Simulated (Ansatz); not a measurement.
## Electronic structure of H₂O₇Zr₃ in real space

Input file:

```
crystal:
  periodic: [false, false, false]
  atoms:
    - {symbol: Zr, position_ang: [-1.394951, 1.556410, 0.109615]}
    - {symbol: Zr, position_ang: [0.688449, -0.577071, -0.974618]}
    - {symbol: Zr, position_ang: [-0.285431, -0.744468, 1.910223]}
    - {symbol: O, position_ang: [-1.932338, 3.212567, 0.286238]}
    - {symbol: O, position_ang: [0.591637, 0.618699, 0.706145]}
    - {symbol: O, position_ang: [-0.328676, 1.106377, -1.756785]}
    - {symbol: O, position_ang: [2.270281, -1.059547, -1.960496]}
    - {symbol: O, position_ang: [-1.252195, -0.026745, -1.542491]}
    - {symbol: O, position_ang: [-1.870276, 0.266518, 1.653627]}
    - {symbol: O, position_ang: [0.098522, -1.897157, 0.362988]}
    - {symbol: H, position_ang: [3.031246, -1.362960, -2.455405]}
    - {symbol: H, position_ang: [0.383723, -1.092634, 3.660960]}
basis:
  gaussian: {orbitals: def2-TZVP, initial_orbitals: start.molden}
hamiltonian: {xc: pbe0, dispersion: d4}
scf: {omitted_lower_state_checks: [starts]}
output: {forces: true, orbitals: {seedname: orbitals}}
```

Launched as:

```sh
ansatz run in.yaml --threads 4 --pin off --events-out ev --progress --plain --max-ram 4787MiB
```

Geometry: PBE0-D4/def2-SVP; core potentials replace the inner electrons of Zr.

The calculation used RKS PBE0-D4/def2-TZVP (Ansatz).

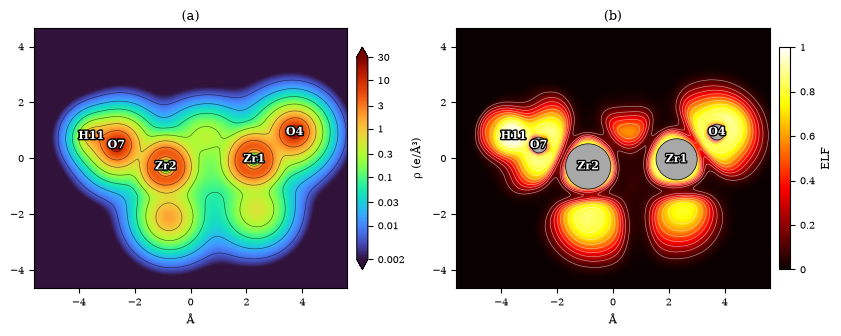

Figure 1. (a) electron density; (b) electron localisation function on the plane of atoms Zr1, Zr2 and O7. Grey discs cover the atomic cores in the ELF map.

**What do the fields say about this system?**

Atoms in the plane: Zr, O and H. Zr–O (1.75 Å): ρ at the midpoint is about 1.6 e/Å³; the ELF peaks at about 0.80 in the valence shell of O, 0.5 Å from its nucleus, and drops to about 0.40 between the two atoms. O–H (0.96 Å): the density is about 3.8 e/Å³ at the midpoint; the ELF climbs to about 1 towards the hydrogen, as it does in any bond to H (a covalent bond by its length). Zr–O (1.93 Å): ρ is about 0.89 e/Å³ halfway; the ELF peaks at about 0.80 in the valence shell of O, 0.5 Å from its nucleus, and drops to about 0.20 between the two atoms.

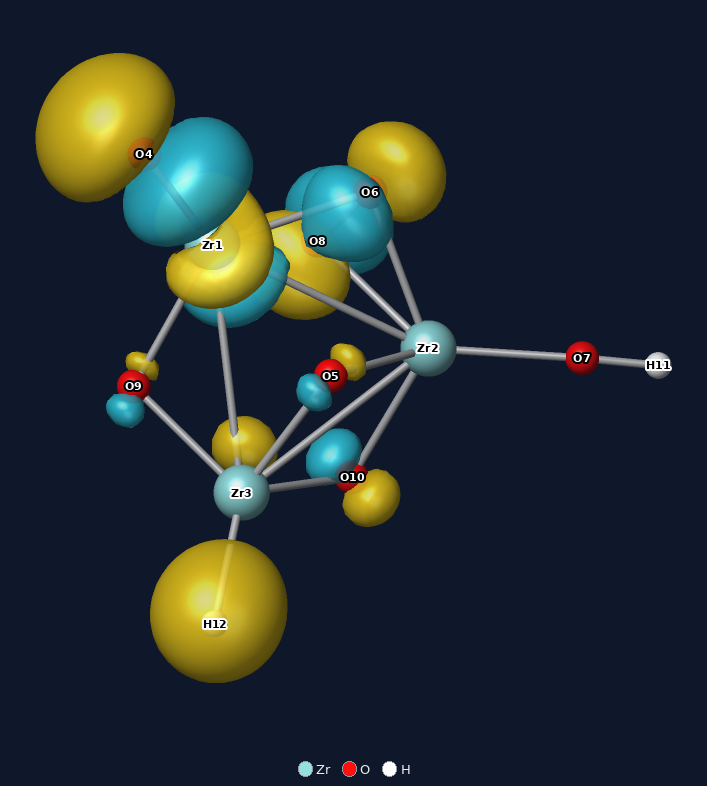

Figure 2. The HOMO−1 at ±0.1 Å⁻³ᐟ² (yellow and cyan are the two phases), seen at a tilt.

**Where does this orbital lie, and at what energy?**

Its weight (Hirshfeld) is mainly on O4 (about 45 %), Zr1 (about 15 %), O8 (about 15 %), O6 (about 10 %) and H12 (about 10 %). Its energy is −8.09 eV.

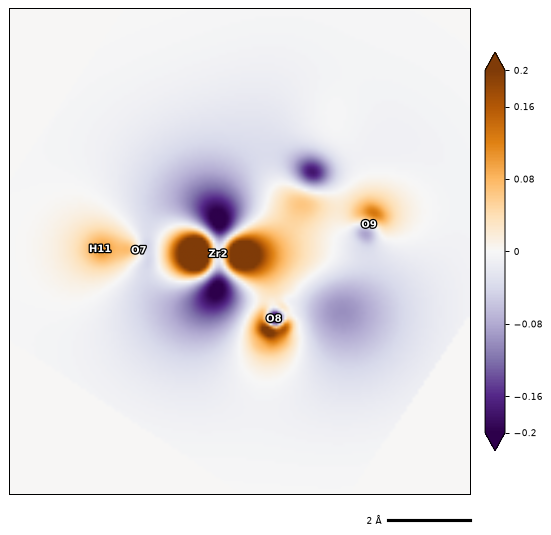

Figure 3. One frontier orbital on the plane of atoms O7, Zr2 and O8 (values in Å⁻³ᐟ²; the overall sign is arbitrary).

**Which orbital is it: HOMO or LUMO?**

The LUMO, at −2.13 eV. It lies mainly on Zr2 (about 45 %), Zr1 (about 25 %) and Zr3 (about 10 %).
